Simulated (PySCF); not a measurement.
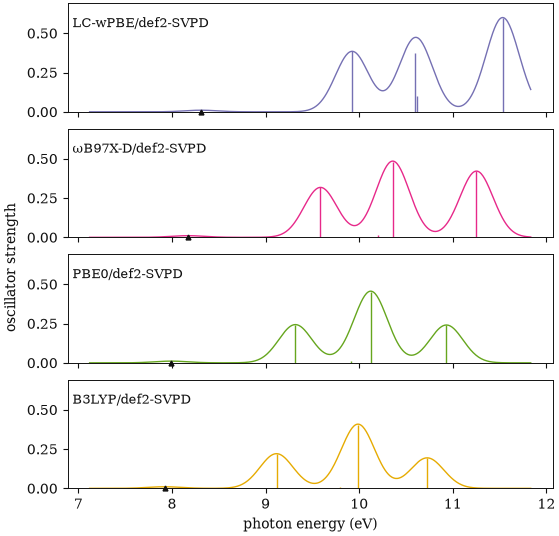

Vertical TDDFT spectra of SiH₃F (monofluorosilane), SMILES F[SiH3] at one geometry and several levels (PySCF, at a PBE0-D3(BJ)/def2-SVP geometry (no frequency check)); sticks with Gaussians of 1/e half-width 0.25 eV, the triangle marks S1, which has the same leading orbital pair at all these levels. Only the lowest states were computed, so the high end is incomplete. States within 0.01 eV of each other are merged, with their strengths summed.

**Order the levels by their S1 energy.**

From lowest to highest: B3LYP/def2-SVPD 7.92 eV, PBE0/def2-SVPD 7.99 eV, ωB97X-D/def2-SVPD 8.17 eV, LC-wPBE/def2-SVPD 8.31 eV; a spread of 0.39 eV.

Caveats, for all or some of the runs: core orbitals are frozen in the response; states above the negative HOMO energy depend on the basis.
